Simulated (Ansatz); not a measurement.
# Cutoff, mesh or smearing: what limits a work function? Li(100), Li(110), Ba(111), W(111), Os(0001) and Au(110)

One slab of each metal is run with one setting changed at a time. Which setting moves the work function most, and which can be cut?

Set-up. Ansatz 0.2.0, plane waves with PAW datasets (its set soft_2), PBE; unrelaxed symmetric slabs of 7 layers (11 for bcc (111)), 18 Å of vacuum. The reference has 420 eV, the mesh listed and Fermi-Dirac smearing of 0.1 eV; the other columns give the change in eV.

What came out:

| face | mesh | reference (eV) | 300 eV | 600 eV | mesh × 1/3 | mesh × 2/3 | mesh × 3/2 | Gaussian 0.05 | cold 0.1 | Methfessel-Paxton 0.2 | Fermi-Dirac 0.3 |
| --- | --- | --- | --- | --- | --- | --- | --- | --- | --- | --- | --- |
| Li(100) | 12×12 | 3.036 | 0.000 | 0.000 | −0.018 | +0.004 | −0.001 | −0.023 | −0.014 | −0.003 | +0.108 |
| Li(110) | 14×14 | 3.254 | 0.000 | 0.000 | +0.071 | +0.005 | −0.001 | −0.030 | −0.035 | −0.032 | +0.166 |
| Ba(111) | 7×7 | 2.394 | 0.000 | 0.000 | −0.050 | 0.000 | 0.000 | −0.074 | −0.054 | −0.035 | +0.216 |
| W(111) | 11×11 | 3.955 | +0.002 | 0.000 | −0.058 | +0.001 | 0.000 | +0.055 | +0.047 | +0.026 | +0.089 |
| Os(0001) | 17×17 | 5.368 | +0.011 | 0.000 | −0.164 | −0.017 | +0.002 | −0.001 | +0.009 | +0.014 | −0.053 |
| Au(110) | 10×14 | 4.944 | 0.000 | 0.000 | +0.004 | +0.020 | +0.013 | −0.020 | −0.015 | −0.009 | +0.042 |

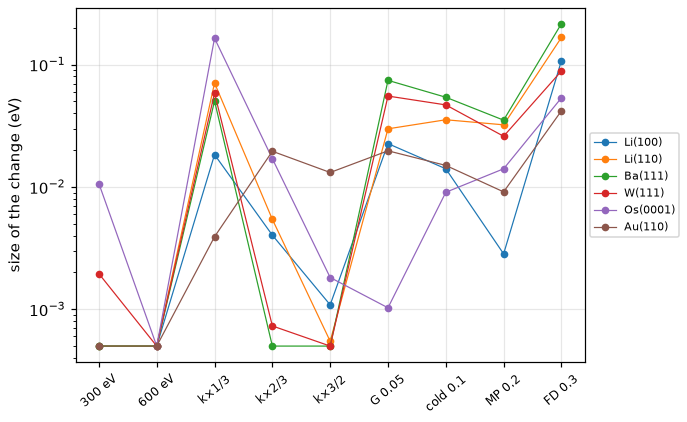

Size of the change against the reference; values under 0.0005 eV are drawn at that line.

**Reading.** The largest change of a row comes from the hot smearing on 5 faces, from the coarsest mesh on 1 and from another setting on 0. Runs at 200 eV and on a still coarser mesh, made as deliberately poor settings, are not listed. 600 eV moves no value by more than 0.001 eV, and 300 eV none by more than 0.011 eV. A mesh with a third of the points along each axis is off by up to 0.16 eV (Os(0001)) and two thirds by up to 0.020 eV; three halves still move Au(110) by 0.013 eV, so the reference mesh is not converged beyond that. The three narrow or corrected schemes, nearer to zero temperature, lie −0.05 to +0.04 eV from the reference on average. Fermi-Dirac smearing of 0.3 eV, an electron temperature near 3,500 K, moves Ba(111) by 0.22 eV.

What the numbers leave out: Where those three schemes disagree, their widths or the mesh may be the cause; they were not run on a finer mesh. One setting changes at a time, and errors need not add; the faces are unrelaxed and unreconstructed. The table is a selection: not every member that was run is listed.
